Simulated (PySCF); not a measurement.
# C5H12SSi: electronic excitations

What electronic excitations should C5H12SSi (`C=C(CCC)S[SiH3]`) show?

Computed with PySCF 2.14.0, with density-fitted response routines of our own, on a single molecule in the gas phase. Atoms count from 0, in the outputs and in this text.

## Step 1: Starting geometry

19 atoms, charge 0, multiplicity 1; geometry from: GFN2-xTB.

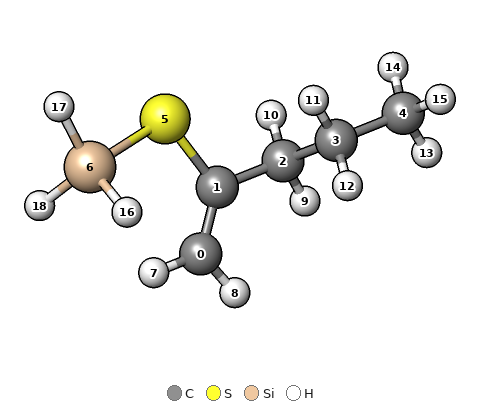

The starting geometry (carbon grey, sulfur yellow, silicon light orange, hydrogen white), atoms numbered.

## Step 2: Ultraviolet spectrum: wB97X-D/def2-SVPD

The job: settings as JSON, then the geometry in Å.

```
{"job": {"kind": "uv", "xc": "wB97X-D", "basis": "def2-SVPD", "nstates": 8, "ntriplets": 3}, "charge": 0, "multiplicity": 1}
C      1.147681     0.155992    -1.729718
C      0.648841    -0.351538    -0.613120
C     -0.766813    -0.826229    -0.479669
C     -1.618408     0.196005     0.279873
C     -3.058953    -0.273715     0.428123
S      1.564292    -0.525310     0.898036
Si     3.336244     0.664330     0.675083
H      2.161884     0.504029    -1.820579
H      0.534533     0.232625    -2.612071
H     -1.189837    -0.991282    -1.472617
H     -0.779728    -1.771840     0.066192
H     -1.180291     0.355208     1.266739
H     -1.594315     1.147651    -0.256075
H     -3.512215    -0.432781    -0.547978
H     -3.100538    -1.209294     0.981291
H     -3.646569     0.468068     0.963574
H      2.936393     1.998231     0.246495
H      3.875554     0.633389     2.023262
H      4.232442     0.035710    -0.289140
```

With the program's defaults for keys left out, this is: TDDFT wB97X-D/def2-SVPD, vertical, gas phase, core orbitals frozen in the response.

On the command line:

```console
$ OMP_NUM_THREADS=1 python probes_run.py task.json out
```

One launch serves the whole session: the jobs run in the order shown.

The program printed:

```text
coarse grid: 16120 points
cycle   1  E = -884.8772057875  dE =  7.059e-01  |g| = 3.264e-01  |ddm| = 6.266e+00
cycle   2  E = -884.9006233103  dE = -2.342e-02  |g| = 2.218e-01  |ddm| = 1.264e+00
cycle   3  E = -884.9125635242  dE = -1.194e-02  |g| = 4.355e-02  |ddm| = 4.621e-01
cycle   4  E = -884.9129932760  dE = -4.298e-04  |g| = 2.572e-02  |ddm| = 1.464e-01
cycle   5  E = -884.9131754968  dE = -1.822e-04  |g| = 3.572e-03  |ddm| = 6.729e-02
cycle   6  E = -884.9131807305  dE = -5.234e-06  |g| = 1.304e-03  |ddm| = 1.687e-02
final grid: 144176 points
cycle   7  E = -885.0205835855  dE = -1.100e-04  |g| = 4.961e-03  |ddm| = 1.617e-01
cycle   8  E = -885.0205875856  dE = -4.000e-06  |g| = 3.394e-03  |ddm| = 2.604e-02
cycle   9  E = -885.0205905337  dE = -2.948e-06  |g| = 4.470e-04  |ddm| = 7.651e-03
cycle  10  E = -885.0205906150  dE = -8.137e-08  |g| = 1.735e-04  |ddm| = 1.855e-03
cycle  11  E = -885.0205906246  dE = -9.586e-09  |g| = 6.923e-05  |ddm| = 6.399e-04
cycle  12  E = -885.0205906263  dE = -1.653e-09  |g| = 2.350e-05  |ddm| = 1.995e-04
cycle  13  E = -885.0205906265  dE = -2.333e-10  |g| = 6.543e-06  |ddm| = 7.409e-05
converged SCF energy = -885.0205906265

Static polarisability (au): isotropic 109.082, principal 86.829 108.204 132.213

Singlet excitations
state   eV       nm        f      main configurations
  1   5.6131    220.9   0.01663   H->L 0.58, H->L+3 0.20
  2   5.9303    209.1   0.13137   H->L+1 0.37, H->L+2 0.26, H->L 0.16
  3   5.9597    208.0   0.03172   H->L+1 0.57, H->L+2 0.18, H->L 0.11
  4   6.6000    187.9   0.00287   H->L+2 0.41, H->L+3 0.31, H->L+4 0.13
  5   7.0181    176.7   0.00857   H->L+6 0.76
  6   7.2834    170.2   0.01827   H->L+8 0.45, H->L+4 0.16, H->L+3 0.09
  7   7.3140    169.5   0.03293   H->L+5 0.75
  8   7.4547    166.3   0.01091   H->L+4 0.23, H->L+7 0.18, H->L+8 0.17

Triplet excitations (Tamm-Dancoff, eV): 4.1405 5.3880 5.6815
```

Run time: 2.1 min. Hardware: 1 thread of Arm Neoverse N1, shared host; peak memory 1.1 GiB.

Frontier orbitals and where they lie:

```csv
orbital,eV,atoms
HOMO−3,-11.25,"C2 17 %, S5 14 %, C1 14 %"
HOMO−2,-10.57,"S5 50 %, Si6 13 %, C1 10 %"
HOMO−1,-10.29,"S5 34 %, C1 18 %, C0 14 %"
HOMO,-8.26,"S5 44 %, C0 22 %, C1 17 %"
LUMO,1.68,"Si6 35 %, S5 18 %, H16 10 %"
LUMO+1,1.82,"C1 22 %, C0 21 %, S5 18 %"
LUMO+2,2.03,"Si6 34 %, S5 24 %, H16 8 %"
```

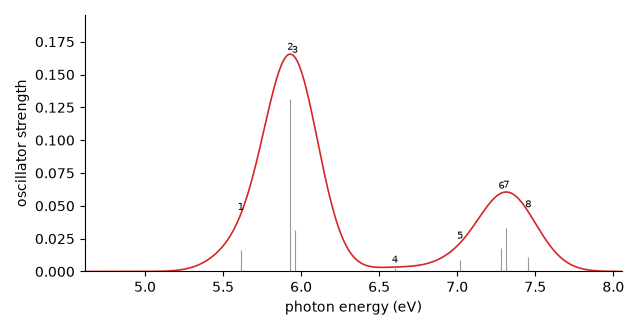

Absorption spectrum from the 8 singlet states computed; above the last one it falls off for lack of states. Lines are broadened to a width of 0.40 eV (Gaussian).

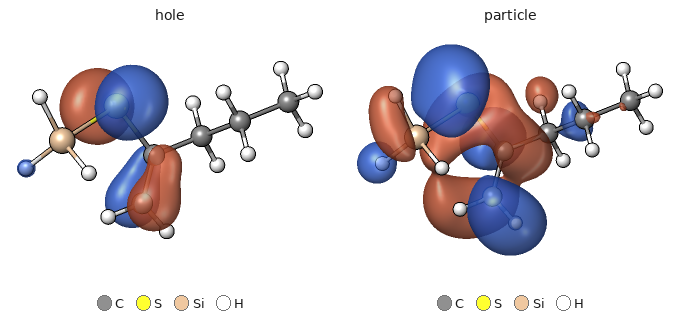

Leading natural transition orbitals of singlet state 2: the electron leaves the hole (left) for the particle orbital (right).

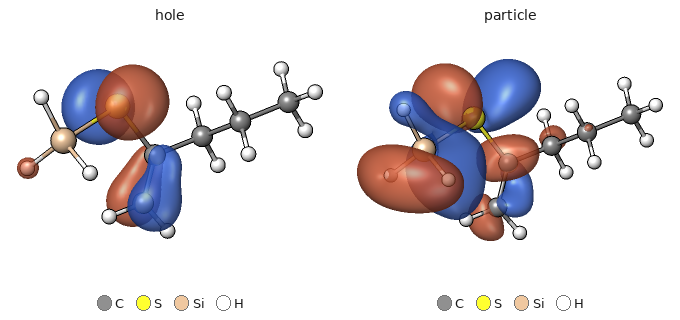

Leading natural transition orbitals of singlet state 1: the electron leaves the hole (left) for the particle orbital (right).

Further results of this job:

| property | computed |
| --- | --- |
| dipole moment (D) | 1.02 |
| polarisability (Å³) | 16.16 |
| HOMO–LUMO gap (eV) | 9.94 |
| −ε(HOMO) (eV) | 8.26 |

Orbitals, density, ELF and potential are computed afterwards from the orbital file.

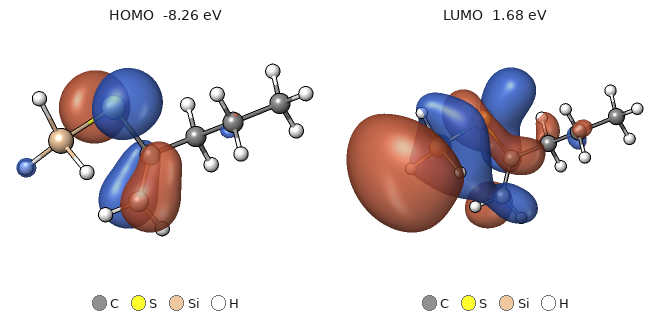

Frontier orbitals at wB97X-D/def2-SVPD; each surface holds 70 % of the orbital's density, blue and red mark the sign.

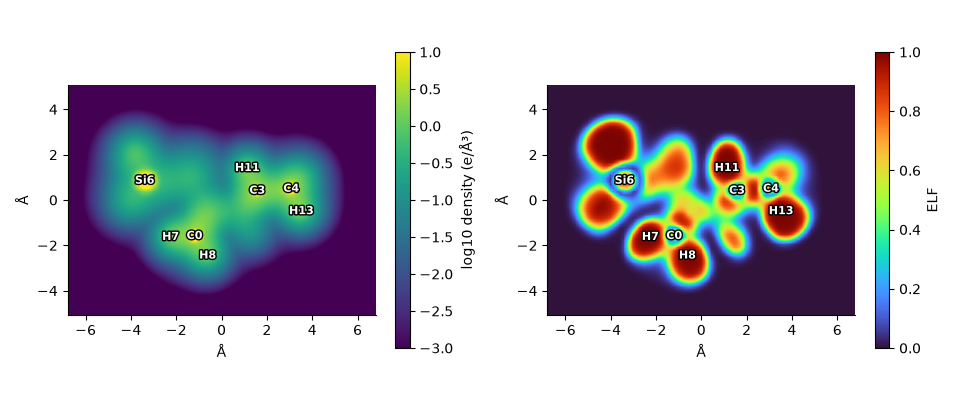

Density (left) and ELF (right) in a plane through or near 8 of the atoms.

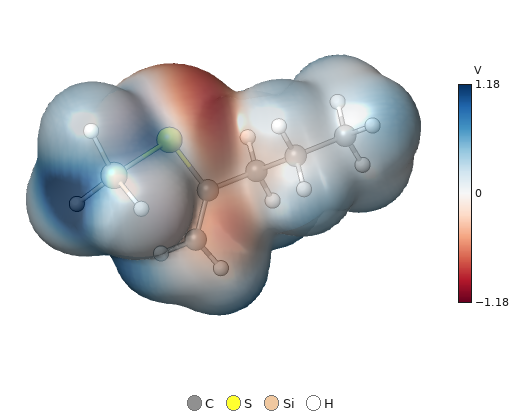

The potential that a unit positive charge feels on the 0.002 e/bohr³ surface, from -0.84 V near S5 to 1.18 V near H17.

## Step 3: Outcome

```
                                quantity                        value
      lowest singlet (wB97X-D/def2-SVPD)  5.61 eV (221 nm), f = 0.017
brightest single state of those computed  state 2, 5.93 eV, f = 0.131
                          lowest triplet                      4.14 eV
   surface potential, least and greatest           -0.84 V and 1.18 V
```

What this shows: The lowest singlet, at 5.61 eV, is HOMO→LUMO 0.58, HOMO→LUMO+3 0.20 and is weak; of the 8 states computed, the strongest absorption comes from states 2 to 3 together at 5.93 eV. The lowest triplet lies 1.47 eV below the lowest singlet (triplets in Tamm-Dancoff, singlets in full TDDFT).
